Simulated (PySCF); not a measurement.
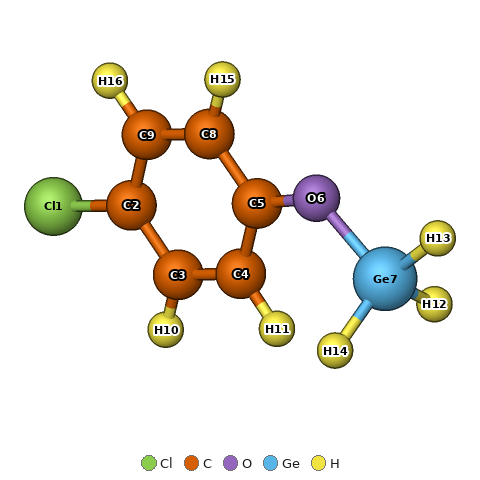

The molecule: C₆H₇ClGeO, SMILES Clc1ccc([O][GeH3])cc1, singlet.

Kohn-Sham orbital energies near the frontier, CAM-B3LYP/def2-SVPD (IEF-PCM chloroform) in PySCF 2.14.0, at a PBE0-D3(BJ)/def2-SVP geometry (no frequency check); empty levels in grey, levels within 0.03 eV side by side.

**Where do the frontier orbitals lie?**

HOMO at −7.66 eV, LUMO at 0.48 eV, 8.15 eV apart.

**List the levels with the atoms that carry most of them (a dash for levels above zero or within 0.03 eV of another, where shares mean little).**

| orbital | energy (eV) | Löwdin shares |
| --- | --- | --- |
| LUMO | 0.48 | – |
| HOMO | −7.66 | C2 18 %, O6 17 %, C5 15 % |
| HOMO−1 | −8.89 | C9/C3 22 % each, C4/C8 20 % each |
| HOMO−2 | −10.34 | Cl1 34 %, O6 19 %, Ge7 7 % |

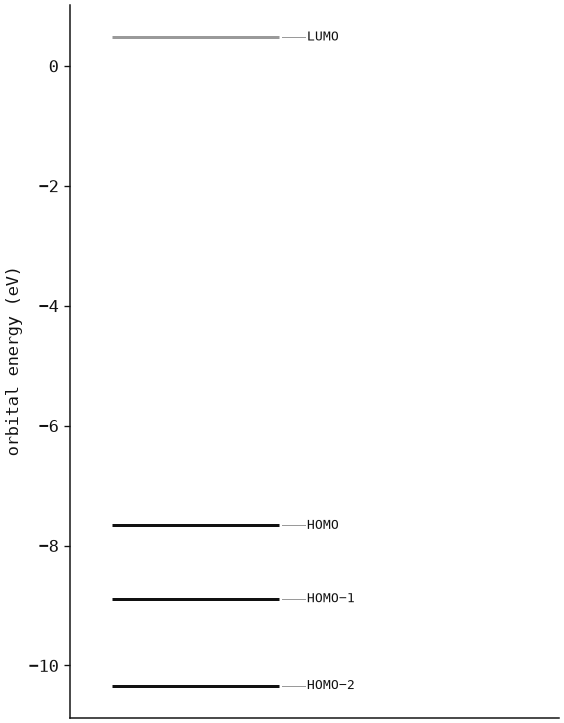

Caveats: one conformer of a flexible molecule; empty levels above zero depend strongly on the basis.
